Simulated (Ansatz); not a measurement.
System: Sc$_{2}$TiW$_{9}$C$_{6}$N$_{6}$.

Input file:

```
crystal:
  lattice:
    - [-4.377036, -4.349665, -0.005683]
    - [-0.055142, 4.410553, 4.381986]
    - [-4.450613, 4.417657, -4.334068]
  atoms:
    - { symbol: C, position: [0.1744778389, 0.3495888862, 0.8381986173] }
    - { symbol: C, position: [0.641963858, 0.2989807627, 0.8112378035] }
    - { symbol: C, position: [0.0174002541, 0.5250492645, 0.5011948322] }
    - { symbol: C, position: [0.1671755024, 0.8161327841, 0.8437864624] }
    - { symbol: C, position: [0.3393012085, 0.1755351439, 0.1742270533] }
    - { symbol: C, position: [0.8265576716, 0.159390987, 0.163562251] }
    - { symbol: "N", position: [0.5073952801, 0.5149669732, 0.5132593372] }
    - { symbol: "N", position: [0.3246825443, 0.650058051, 0.1482598516] }
    - { symbol: "N", position: [0.8363256088, 0.6810601608, 0.163554387] }
    - { symbol: "N", position: [0.6700788837, 0.8286560247, 0.8451625611] }
    - { symbol: "N", position: [0.5080762638, 0.0091457221, 0.5129642952] }
    - { symbol: "N", position: [0.9687109506, 0.9760112249, 0.4943222244] }
    - { symbol: Sc, position: [0.6702169332, 0.3520703769, 0.3418948023] }
    - { symbol: Sc, position: [0.1681994776, 0.3348399232, 0.3350930169] }
    - { symbol: Ti, position: [0.3483851674, 0.6789071041, 0.6647705923] }
    - { symbol: W, position: [0.4761966836, 0.9921614969, 0.0154794085] }
    - { symbol: W, position: [0.0293069076, 0.014098897, 0.0018959786] }
    - { symbol: W, position: [0.8698409896, 0.212100435, 0.6611555521] }
    - { symbol: W, position: [0.2806442732, 0.1373593117, 0.6782343325] }
    - { symbol: W, position: [0.501463106, 0.4678664957, 0.9827692223] }
    - { symbol: W, position: [0.9528673773, 0.4526087958, 0.9897725313] }
    - { symbol: W, position: [0.8508037125, 0.6686334648, 0.6793122614] }
    - { symbol: W, position: [0.6415546247, 0.8474013212, 0.3192073557] }
    - { symbol: W, position: [0.1994514378, 0.837077216, 0.3286300292] }
basis:
  ecutwfc: 420
kpoints:
  mp_grid: { grid: [6, 6, 5] }
hamiltonian:
  xc: pbe
scf:
  occupations: { method: gaussian, width: 0.1 }
  n_extra_bands: 12
output:
  forces: true
  stress: true
  eigenvalues: true
  populations: true
  dos:
    method: { smearing: { sigma: 0.1, scheme: gaussian } }
    projected: true
    de: 0.02
  write_density: true
  write_potential: true
  elf: true
  volumetric_format: npy
```

Launched as:

```sh
ansatz run input.yaml --threads 4 --pin off --max-ram 9216MiB --backend cpu --events-out ev --progress --plain --runs-dir out
```

Below, planes, directions and counts refer to the conventional cell (a = 6.17 Å, b = 6.22 Å, c = 7.62 Å, α = 90.89°, β = 90.35°, γ = 119.63°).

Space group P1; a generated structure, not necessarily the stable one; computed without spin polarisation.

These are results of DFT PBE, scalar-relativistic, plane waves, PAW (Ansatz), not measurements.

### Predict the valence pseudo-density and electron localisation function between the atoms.

W–C (2.05 Å): ρ is about 0.88 e/Å³ halfway; the ELF peaks at about 0.80 in the valence shell of C, 0.6 Å from its nucleus, and is about 0.30 at the midpoint.
Ti–N (2.09 Å): the density is about 0.57 e/Å³ at the midpoint; the ELF peaks at about 0.85 in the valence shell of N, 0.7 Å from its nucleus, and is about 0.25 at the midpoint; no localised pair shows between them.
Sc–N (2.18 Å): ρ at the midpoint is about 0.45 e/Å³; the ELF peaks at about 0.85 in the valence shell of N, 0.7 Å from its nucleus, and is about 0.15 at the midpoint (no localised pair shows between them).
Ti–C (2.19 Å): ρ at the midpoint is about 0.44 e/Å³; the ELF peaks at about 0.75 in the valence shell of C, 0.7 Å from its nucleus, and is about 0.20 at the midpoint.

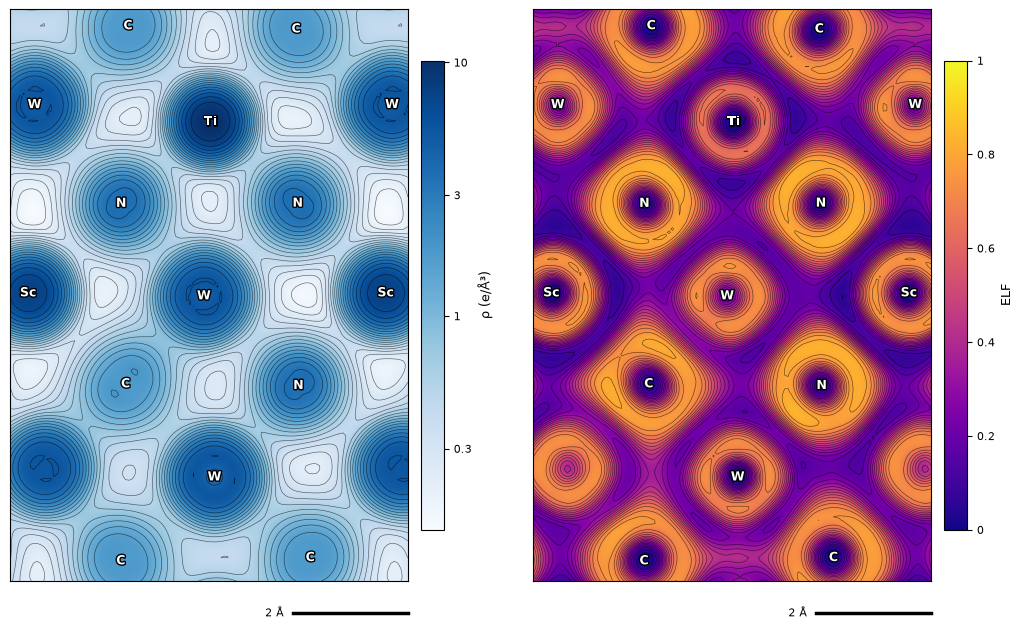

Computed valence pseudo-density and electron localisation function on the (101̄) plane of the conventional cell, in this order. Atoms just off the plane (W, 0.3 Å away) can leave unmarked features too.

The density is the valence pseudo-density of a PAW calculation; it isn't the true density close to the nuclei.
